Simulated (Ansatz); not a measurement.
The cell below is TiO$_{2}$ (P4_2/mnm, No. 136). The cell is taken from the input geometry of an electronic-structure calculation (not necessarily at equilibrium).

```
CELL_PARAMETERS angstrom
4.59400 0.00000 0.00000
0.00000 4.59400 0.00000
0.00000 0.00000 2.95900
ATOMIC_POSITIONS crystal
Ti 0.00000 0.00000 0.00000
Ti 0.50000 0.50000 0.50000
O 0.30600 0.30600 0.00000
O 0.19400 0.80600 0.50000
O 0.69400 0.69400 0.00000
O 0.80600 0.19400 0.50000
```

Atoms are hard spheres with covalent radii (Cordero): Ti 1.60 Å, O 0.66 Å.

Q: Find the largest hole by geometry, and further ones that a grid search gives (radius above 0.15 Å; smaller ones may be missed, and maxima closer than 0.25 Å are merged).

A:
| hole | site | x, y, z | radius (Å) | nearest atoms | shape |
| --- | --- | --- | --- | --- | --- |
| V1 | 4d | 0.000, 0.500, 0.250 | 0.81 | 4 Ti (then 4 O) | distorted tetrahedral |

Nearest atoms are those whose sphere lies within 0.15 Å of the hole's sphere; in brackets, those within 0.5 Å. The largest sphere that fits anywhere has a diameter of 1.63 Å; the largest that can travel through the crystal, about 1.4 Å.

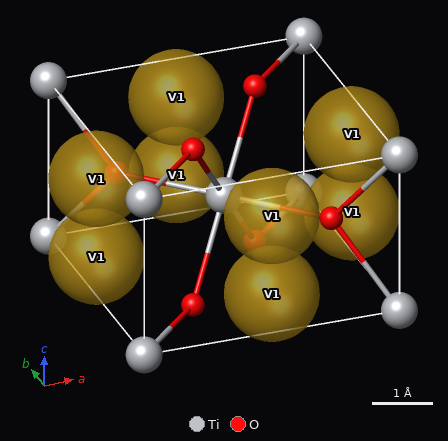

Translucent spheres (V1) fill the 1 hole listed first by a grid search for holes with a radius above 0.15 Å (the largest is sure; smaller ones may be missed, and maxima closer than 0.25 Å are merged) at their true size; atoms are drawn smaller than their model radii. View from a free direction.
